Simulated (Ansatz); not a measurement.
# F3H2NSi: what the fields show

The calculation's input:

```
crystal:
  periodic: [false, false, false]
  atoms:
    - { symbol: Si, position_ang: [-0.877545, -0.173588, -0.107415] }
    - { symbol: F, position_ang: [1.534204, 0.719057, 1.381968] }
    - { symbol: "N", position_ang: [0.356806, -0.63802, -1.032447] }
    - { symbol: H, position_ang: [1.715868, 0.194168, 0.644701] }
    - { symbol: F, position_ang: [-1.966412, 1.022343, -0.19153] }
    - { symbol: F, position_ang: [-1.276207, -1.023087, 1.201456] }
    - { symbol: H, position_ang: [0.513386, -0.100872, -1.896732] }
basis:
  gaussian: { orbitals: def2-SVP }
hamiltonian:
  xc: blyp
  dispersion: d4
relax:
  f_tol: 0.03
  max_steps: 50
output:
  orbitals: {}
```

Command:

```sh
ansatz run input.yaml --threads 2 --pin off --max-ram 3072MiB --backend cpu --events-out ev --progress --plain --runs-dir out
```

The fields are those of the relaxed geometry.

All numbers below come from RKS BLYP-D4/def2-SVP (Ansatz).

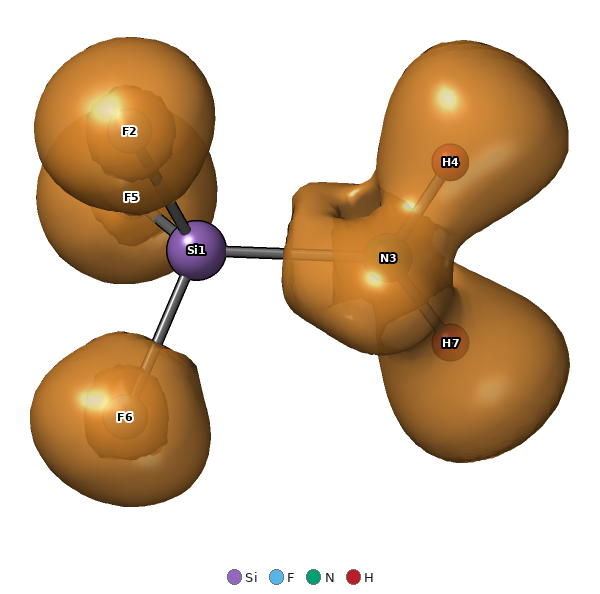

Figure 1. Isosurface of the ELF at 0.75 (orange), seen at a tilt. Only the valence region is drawn (cores and ρ < 0.01 e/Å³ removed).

### Describe the localisation domains.

At this value the surface marks out three regions wrapped around F (its lone pairs, merged into a ring or cap) and one joined region spread over several atoms (H, N), in which their bonds and any lone pairs are merged. Profiles from the grid: Si–F (1.62 Å): the ELF peaks at about 0.85 in the valence shell of F, 0.6 Å from its nucleus, and is about 0.50 at the midpoint. Si–N (1.70 Å): the ELF peaks at about 0.90 between the atoms (a polar covalent bond).

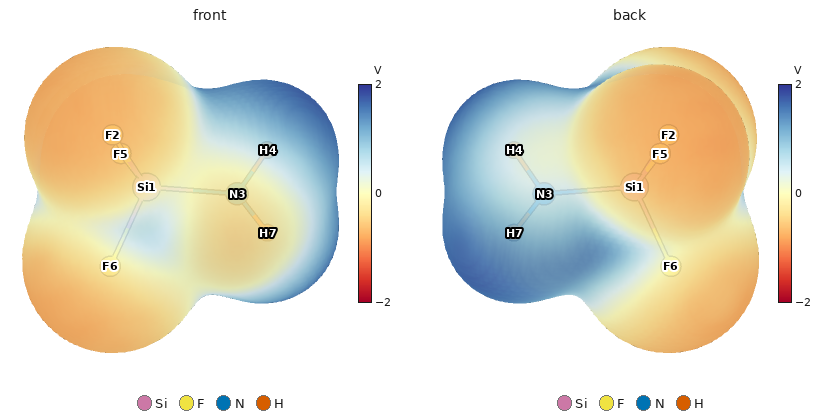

Figure 2. The molecular electrostatic potential painted on the density surface at 0.001 e/bohr³, seen from the front and from behind; red is negative and blue positive.

### Where is the surface potential most negative and most positive?

The most negative region (about −0.8 V) lies over F2, F5 and F6, the most positive (about +1.7 V) over H4 and H7.

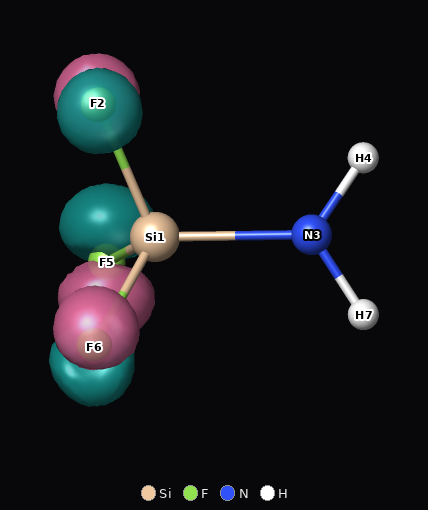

Figure 3. The HOMO−1 at ±0.3 Å⁻³ᐟ² (teal and pink are the two phases), seen across its widest extent.

### What is the character of this orbital?

It lies mainly on F5 (about 40 %), F6 (about 25 %) and F2 (about 25 %); largely a combination of lone pairs on F5, F6 and F2. Its energy is −9.13 eV.
